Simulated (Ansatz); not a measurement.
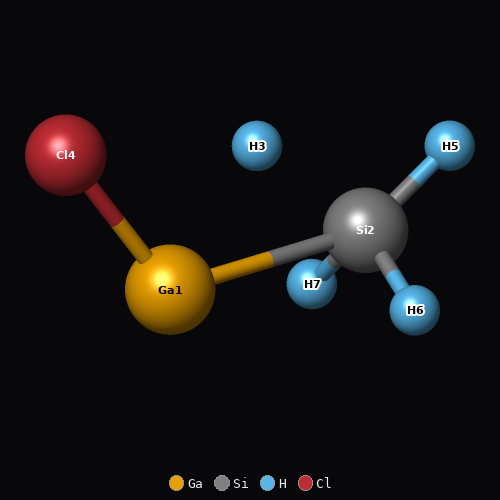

The system is the reacting system ClGaH₄Si (fragments ClGaH₄Si where the first distance is long, ClGa + H₄Si where the second is long); the picture shows the reference structure. The first coordinate is: distance Si2–H3 (bond that forms); the second: distance Ga1–Si2 (bond that breaks). Relaxed at each point: all other coordinates. The scan uses a 10 × 10 grid. Points are written as (first, second). Energies: kJ/mol, counted from a guessed transition structure relaxed with its forming and breaking bonds held. Energies and slopes of some neighbouring points disagree (a jump in structure or state, or too coarse a mesh). The reference is spin-restricted, so regions where a bond is pulled apart into radicals lie too high. These are results of RKS BHLYP-D4/def2-SVP in Ansatz 0.2.0, not measurements.

Its coordinates:

```json
{"atom": "Ga", "x (Å)": "-0.9062", "y (Å)": "-0.4423", "z (Å)": "-1.4735"}
{"atom": "Si", "x (Å)": "0.9151", "y (Å)": "0.2050", "z (Å)": "0.4531"}
{"atom": "H", "x (Å)": "-0.9410", "y (Å)": "0.0236", "z (Å)": "0.4977"}
{"atom": "Cl", "x (Å)": "-3.0799", "y (Å)": "-0.5497", "z (Å)": "-0.9231"}
{"atom": "H", "x (Å)": "1.2732", "y (Å)": "0.5706", "z (Å)": "1.8434"}
{"atom": "H", "x (Å)": "1.4903", "y (Å)": "-1.0973", "z (Å)": "0.0840"}
{"atom": "H", "x (Å)": "1.2486", "y (Å)": "1.2903", "z (Å)": "-0.4816"}
```

Range: distance Si2–H3 (bond that forms) from 1.278 to 3.078 Å; distance Ga1–Si2 (bond that breaks) from 2.097 to 3.597 Å.

What will the energy surface look like?

Answer. The lowest grid point is at (1.553 Å, 3.597 Å), −125 kJ/mol from a guessed transition structure relaxed with its forming and breaking bonds held. It lies in a valley that leaves the map towards separated partners. The energy also falls towards the edge at (3.078 Å, 2.326 Å) (21 kJ/mol above the lowest), where a further well may lie outside the range. The highest grid point, (2.832 Å, 3.597 Å), lies 339 kJ/mol above the lowest.

```tsv
second ↓, first →	1.278	1.393	1.553	1.734	1.931	2.141	2.362	2.593	2.832	3.078
3.597	−78	−121	−125	−89	−33	36	106	171	214	187
3.392	−75	−118	−122	−87	−31	38	108	174	166	136
3.193	−69	−113	−117	−81	−25	43	113	146	112	81
3.001	−60	−103	−107	−71	−15	52	120	92	58	27
2.816	−42	−85	−89	−54	2	68	133	40	6	−23
2.641	−17	−60	−64	−30	24	87	32	−6	−38	−66
2.477	18	−25	−31	2	52	106	−4	−40	−70	−95
2.326	66	22	14	43	87	19	−21	−55	−82	−104
2.193	127	81	71	95	127	22	−15	−46	−70	−89
2.097	187	140	127	122	84	44	9	−20	−42	−58
```

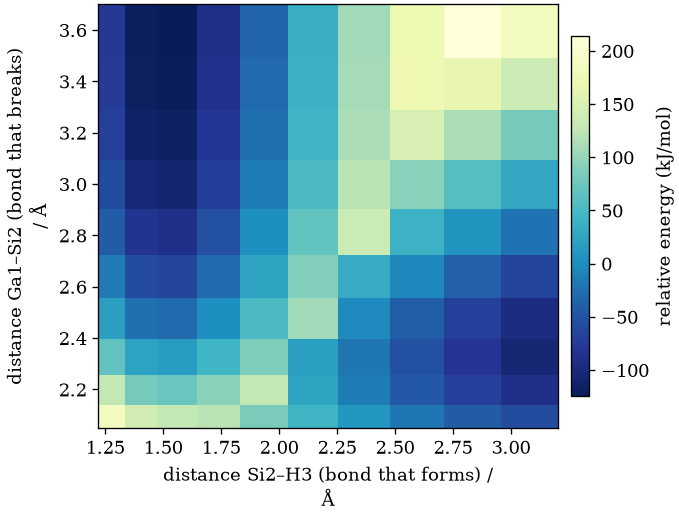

In the figure: one coloured cell a grid point.

The whole map (100 points run) took 22 min on 1 thread of Arm Neoverse V1, on a shared host.
